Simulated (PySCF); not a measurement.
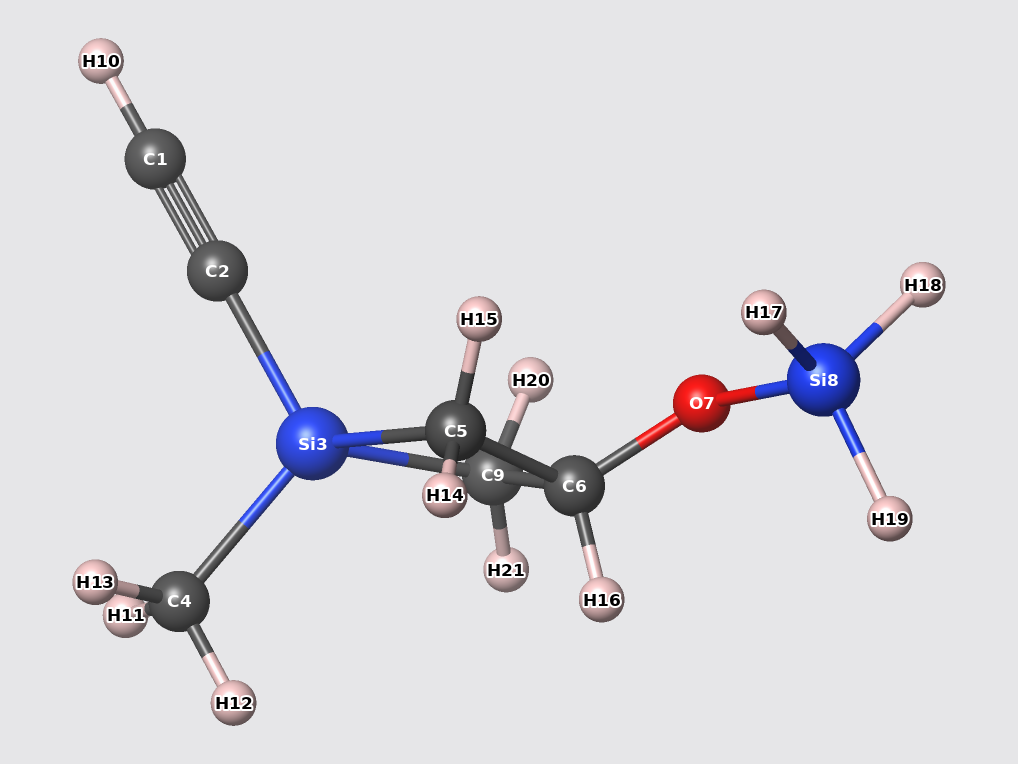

The computed structure is the end point of a GFN2-xTB optimisation. No frequency run is at hand to confirm it as a minimum. Electric field gradients from the ground-state density, PBE0/pcSseg-1 (PySCF 2.14.0), non-relativistic apart from any core potentials.

Give the largest field-gradient component, the quadrupole coupling constant and the asymmetry for 17O at O7 (Q = −25.6 mb).

| atom | V_zz (a.u.) | e²qQ/h (MHz) | η |
| --- | --- | --- | --- |
| O7 | 1.674 | −10.07 | 0.36 |

The geometry is semi-empirical. Around Si such bond lengths and angles can be off by a tenth of an ångström or more and by several degrees, and values that hang on the shape move with them.
